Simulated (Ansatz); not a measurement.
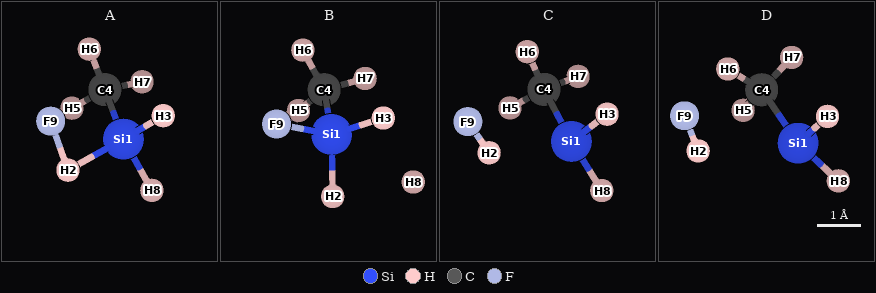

4 geometries from a converged minimum-energy path of CH$_{6}$FSi (multiplicity 2), made up at the start of CH₅FSi and H, shuffled. The picture is a ball-and-stick view, seen from a free direction.

Level of theory: Ansatz 0.2.0, UKS revPBE/6-31G*. Settings: 7 movable images; climbing image; force threshold 0.03 eV/Å; iteration limit 60; starting path through a guess of the saddle point.

Which frame is the transition state?

A. In order along the path, whose images run from 0 to 8: B (image 2, +0.11 eV), A (image 4, +1.30 eV), C (image 6, +0.67 eV), D (image 8, +0.64 eV). Breaking: Si1–F9 (1.64 → 2.10 at the top → 3.26 Å), Si1–H2 (1.50 → 1.71 at the top → 2.77 Å). Forming: H2–F9 (2.54 → 1.28 at the top → 0.95 Å), Si1–H8 (4.20 → 1.52 at the top → 1.51 Å).

Limits of the set-up: the start holds two separate molecules, 3.5 Å apart at their closest, whose relative position is a soft coordinate and is computed without a dispersion correction.
